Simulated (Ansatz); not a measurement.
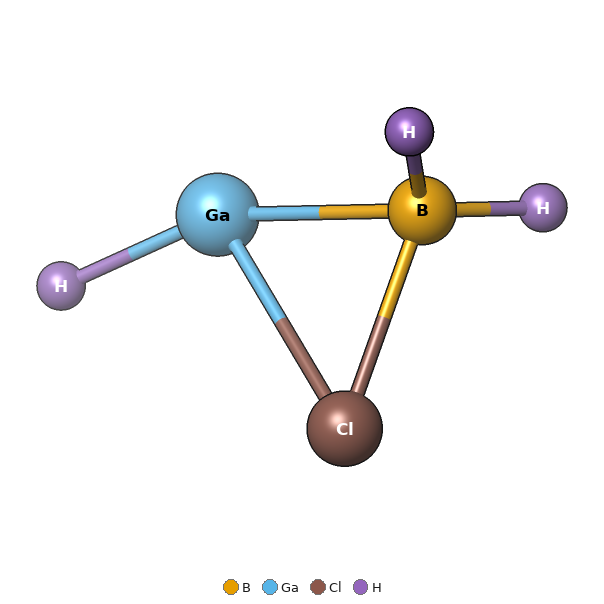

Depth is shown by fading: the farther an atom, the more it takes the colour of the background. The geometry was computed by an optimisation with PBE-D4/def2-SVP. No frequency run is at hand to confirm it as a minimum.

Q: Which symmetry elements does this geometry have?

A: It has 1 mirror plane, so the point group is Cs. The group has 2 operations. The geometry is achiral, and symmetry allows a dipole moment.
